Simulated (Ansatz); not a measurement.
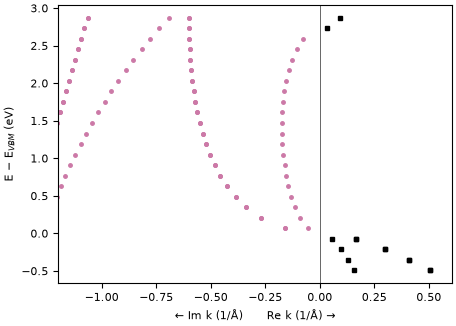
Figure: Complex bands at the centre of the two-dimensional zone; r2SCAN (Ansatz, an electronic-structure program)

The gap is the functional's own. No spin-orbit coupling. Mid-gap values are those at the computed energy nearest the middle.

**Question.** This is ZnS (F-43m, zinc blende, 2 atoms a cell, 19.5 Å³ an atom) along the normal of (111). Read off the slowest decay at the centre of the two-dimensional zone at 1.33 eV, the computed energy nearest the middle of the gap.

**Answer.** κ ≈ 0.17 1/Å, a decay length 1/(2κ) of the density of 2.9 Å.
